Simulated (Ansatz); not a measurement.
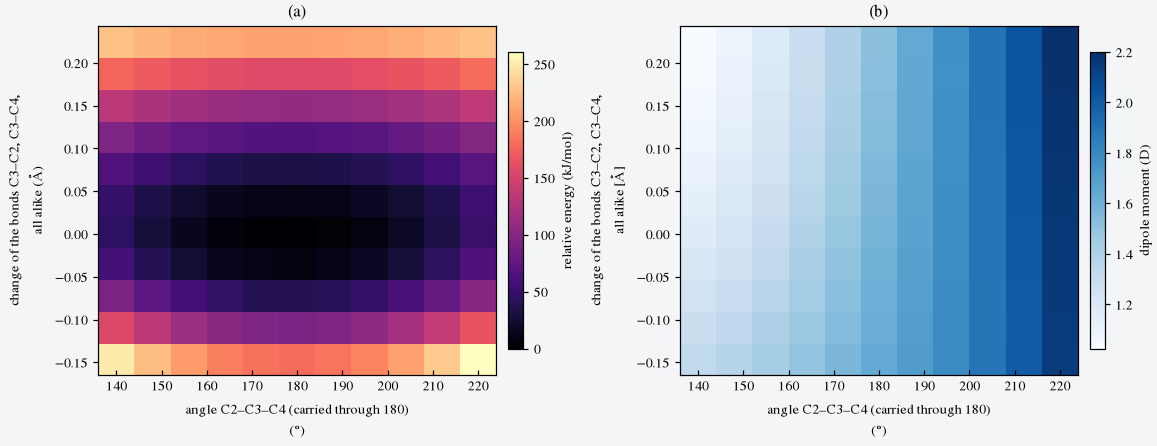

C₃H₄FGa, SMILES FCC#[C][GaH2]. 
- First axis: angle C2–C3–C4 (carried through 180). Second axis: change of the bonds C3–C2, C3–C4, all alike.
- Nothing is relaxed (all other coordinates rigid).
- Grid: 11 × 11 points.
- Points are written as (first, second).
- All energies are given in kJ/mol relative to the lowest grid point.
- Theory: RKS SPW92 (LDA)/def2-TZVP in Ansatz 0.2.0.

Panel (a) is the energy; panel (b) is the computed dipole moment, in D.

Drawn: one coloured cell a grid point.

How does the dipole moment vary over the map, and what is it at the lowest grid point?

Answer. Leaving out the highest fifth of the energies, it runs from 1.05 D at (140°, 0.151 Å) to 2.19 D at (220°, 0.151 Å). At the lowest grid point, (180°, 0.003 Å), it is 1.58 D.
